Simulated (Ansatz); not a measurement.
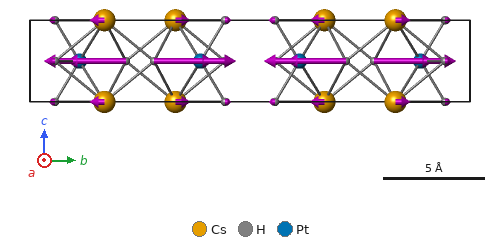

This is a relaxation of a crystal of CsH$_{3}$Pt (built on the ScSi3Ni-65 type type). The starting structure is drawn; purple arrows show the displacements (the part carried along by the change of the cell is left out), at their true length.

A ball-and-stick model of the conventional cell (2 times the calculation's cell), seen along the a axis. Lengths and directions refer to the drawn axes.

All numbers below come from DFT, PBEsol, plane waves, PAW in Ansatz. Settings: plane-wave cutoff 420 eV; k-point mesh 6 × 6 × 6; occupations fermi dirac; smearing width 0.03 eV; no spin polarisation; cell and atoms relaxed; force threshold 0.01 eV/Å; at most 120 steps.

Which element moves most?

Answer. Hydrogen: up to 2.99 Å, against 1.77 Å for platinum.

Describe the change and its energy.

Answer. Over 23 accepted moves (28 points after the start) the energy falls by 950 meV per atom. The largest force component goes from 2 to 0.00037 eV/Å. The pressure goes from −6.70 to 0.00 GPa. The line search rejected the trial steps at points 11, 17 of the run. At 3 points the geometry stayed and the basis and grid were re-selected for the new cell (energy shift of 2.6 meV per atom at most each time). The largest moves relative to the cell, 2.99 Å, are those of H atoms. By element the largest moves are H 2.99 Å, Pt 1.77 Å, Cs 0.75 Å. The volume changes by −1.5 %, with a 4.054 → 3.590 Å (−11.5 %), b 21.807 → 27.367 Å (+25.5 %), c 4.048 → 3.589 Å (−11.3 %). Some distances before and after: Cs–H 3.186 → 7.054 Å, Pt–Pt 4.890 → 2.602 Å, H–Pt 2.309 → 1.678 Å, H–Pt 2.356 → 1.796 Å. Bonds break, among them: Cs–H (3.19 → 7.05 Å). Bond angles that change, for instance: Cs–H–Cs 79.3° → 68.4°. The space group stays Cmmm (No. 65).
